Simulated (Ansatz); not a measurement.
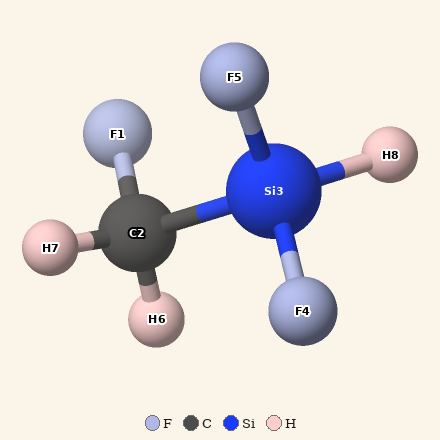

The system is CH3F3Si, SMILES FC[SiH](F)F; the picture shows the reference structure. The first coordinate is: bond length C2–Si3; the second: dihedral F1–C2–Si3–F4. Nothing is relaxed (all other coordinates rigid). Grid: 11 × 12 points. All energies are given in eV relative to the relaxed molecule at the same level. Computed with Ansatz, RKS PBE-D4/def2-TZVP.

Its coordinates:

```xyz
8

F    -0.8311    1.7504   -0.0885
C    -0.0152    0.8015    0.5621
Si    0.0268   -0.7721   -0.4767
F     0.8404   -1.8810    0.3559
F     0.8267   -0.4943   -1.8389
H    -0.4341    0.6117    1.5649
H     0.9916    1.2337    0.6896
H    -1.3130   -1.3070   -0.8242
```

Range: bond length C2–Si3 from 1.660 to 2.358 Å; dihedral F1–C2–Si3–F4 from −180 to 150°.

Question: What landscape does the calculation give?

Answer: The lowest grid point is at bond length C2–Si3 = 1.869 Å, dihedral F1–C2–Si3–F4 = −180°, 0.0038 eV from the relaxed molecule at the same level; the map holds 2 wells of about this depth. There is a further well near bond length C2–Si3 = 1.869 Å, dihedral F1–C2–Si3–F4 = 60° (0.035 eV above the lowest at that grid point). The highest grid point, bond length C2–Si3 = 2.358 Å, dihedral F1–C2–Si3–F4 = 120°, lies 1.01 eV above the lowest. On the interpolated surface the easiest way out of the lowest well to the well at about bond length C2–Si3 = 1.89 Å, dihedral F1–C2–Si3–F4 = −70° passes a barrier of about 0.045 eV, counted from the interpolated bottom of the well. Round the minimum the two coordinates are nearly uncoupled.

```csv
"dihedral F1–C2–Si3–F4 ↓, bond length C2–Si3 →",1.660,1.729,1.799,1.869,1.939,2.009,2.078,2.148,2.218,2.288,2.358
150,0.72,0.35,0.14,0.05,0.06,0.14,0.26,0.42,0.60,0.80,1.00
120,0.82,0.42,0.20,0.10,0.10,0.17,0.29,0.44,0.62,0.81,1.01
90,0.75,0.37,0.16,0.08,0.08,0.16,0.28,0.44,0.61,0.81,1.01
60,0.67,0.31,0.11,0.04,0.06,0.14,0.26,0.42,0.61,0.80,1.01
30,0.74,0.36,0.15,0.07,0.08,0.16,0.28,0.43,0.61,0.80,1.01
0,0.83,0.43,0.20,0.11,0.11,0.17,0.29,0.44,0.62,0.81,1.01
−30,0.74,0.36,0.15,0.06,0.07,0.15,0.27,0.42,0.60,0.80,1.00
−60,0.64,0.28,0.08,0.01,0.03,0.11,0.24,0.40,0.58,0.78,0.99
−90,0.68,0.31,0.10,0.02,0.04,0.12,0.24,0.40,0.58,0.78,0.98
−120,0.74,0.36,0.14,0.05,0.06,0.13,0.25,0.41,0.59,0.78,0.98
−150,0.68,0.31,0.10,0.02,0.04,0.12,0.24,0.40,0.58,0.78,0.98
−180,0.63,0.27,0.07,0.00,0.02,0.11,0.24,0.40,0.58,0.78,0.98
```

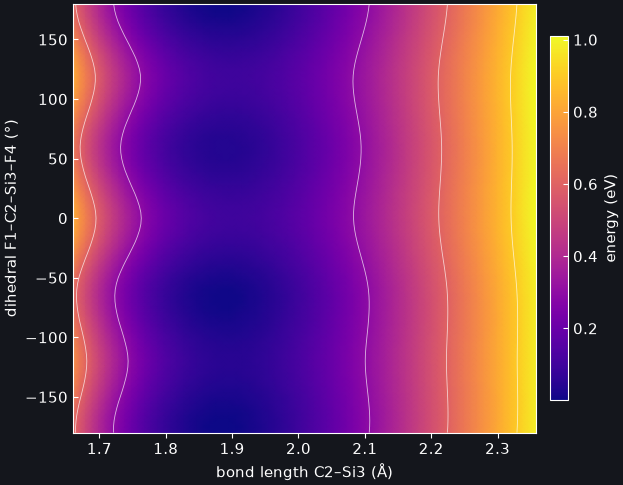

The picture shows a smooth colour map with a few white contour lines. Between grid points the surface is interpolated.

The whole map (132 points run) took 11 min on 1 thread of Arm Neoverse V1, with other jobs on the host.
